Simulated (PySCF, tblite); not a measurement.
# C₅H₁₃AlF₃P: geometry, infrared bands and NMR shifts

Aim: predict the infrared bands and NMR shifts of C₅H₁₃AlF₃P (`CCC[P@@+](C)([AlH3-])C(F)(F)F`).

Computed with tblite 0.8.0 and PySCF 2.14.0, with density-fitted response routines of our own, on a single molecule in the gas phase. Atoms count from 0, in the outputs and in this text.

**1. Starting geometry**

23 atoms, charge 0, multiplicity 1; geometry from: force field or distance geometry start.

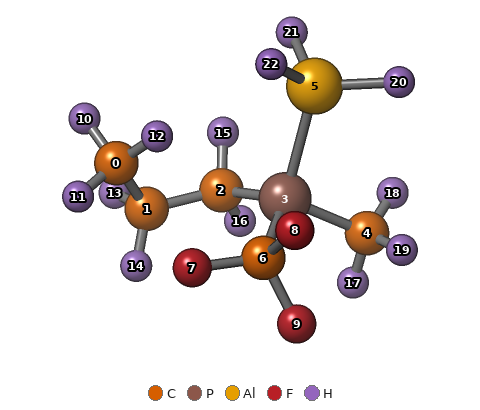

As it starts; carbon orange, phosphorus brown, aluminium amber, fluorine red, hydrogen purple, atoms numbered; sticks join atoms by distance.

**2. Relaxing the molecule with GFN2-xTB**

The job: settings as JSON, then the geometry in Å.

```
{"job": {"kind": "relax", "xc": "GFN2-xTB", "basis": "xTB"}, "charge": 0, "multiplicity": 1}
C      2.456700     0.140000     0.076500
C      1.684200    -0.708000     1.046400
C      0.320600    -0.193600     1.270000
P     -0.753900    -0.083400    -0.155200
C     -2.425300    -0.568000     0.453100
Al    -0.955100     2.128800    -0.737200
C     -0.376300    -1.132200    -1.538200
F      0.933000    -1.480500    -1.699200
F     -0.785700    -0.455000    -2.682100
F     -1.174800    -2.279900    -1.505600
H      3.114600     0.846400     0.647800
H      3.131900    -0.535400    -0.472700
H      1.827300     0.788900    -0.548600
H      2.232000    -0.568400     2.036700
H      1.745300    -1.783000     0.868800
H      0.403600     0.848400     1.706800
H     -0.179900    -0.781800     2.090500
H     -2.338000    -1.559500     0.941200
H     -2.857400     0.194500     1.123200
H     -3.035200    -0.725000    -0.446900
H     -2.485900     2.439300    -1.066100
H     -0.505800     2.972200     0.532000
H      0.019300     2.521900    -1.931100
```

The run is started by

```sh
> OMP_NUM_THREADS=1 python probes_run.py task.json out
```

The driver reads the jobs from task.json and runs them one after another.

**Question.** This job is followed by: GFN2-xTB harmonic vibrations, gas phase; GIAO PBE0/pcSseg-1 NMR shielding, non-relativistic, gas phase. What will the session give for the following? strongest single infrared mode (GFN2-xTB); zero-point energy (GFN2-xTB); 13C shifts against TMS (PBE0/pcSseg-1); 1H shifts against TMS (PBE0/pcSseg-1, means over atoms taken as alike); 31P shifts against H3PO4 (PBE0/pcSseg-1); 27Al shifts against AlH4- (PBE0/pcSseg-1); 19F shifts against CFCl3 (PBE0/pcSseg-1, means over atoms taken as alike).

The runs gave:

```
                                                                 quantity                                         value
                                strongest single infrared mode (GFN2-xTB)                          739 cm⁻¹, 663 km/mol
                                             zero-point energy (GFN2-xTB)                                102.1 kcal/mol
                                   13C shifts against TMS (PBE0/pcSseg-1)             139.5, 35.4, 22.0, 18.7, 11.0 ppm
   1H shifts against TMS (PBE0/pcSseg-1, means over atoms taken as alike)  4.10, 2.50, 2.01, 1.92, 1.79, 1.66, 1.57 ppm
                                 31P shifts against H3PO4 (PBE0/pcSseg-1)                                     -32.7 ppm
                                27Al shifts against AlH4- (PBE0/pcSseg-1)                                      66.0 ppm
19F shifts against CFCl3 (PBE0/pcSseg-1, means over atoms taken as alike)                                     -73.5 ppm
```

In words: The optimisation took 145 steps and gained 1.683 eV; among the close pairs (by a distance rule), P3–Al5 changed most, from 2.296 to 2.491 Å. The lowest mode is imaginary (69i cm⁻¹), so the xTB geometry is not a minimum. The strongest single mode, at 739 cm⁻¹, is carried by H21, H22, H20. Unscaled tight-binding wavenumbers are off by several per cent, some by more. Its intensities can rank the bands wrongly. At PBE0/pcSseg-1: Shielding is most anisotropic at P3 (span 189 ppm, paramagnetic term -620 ppm).
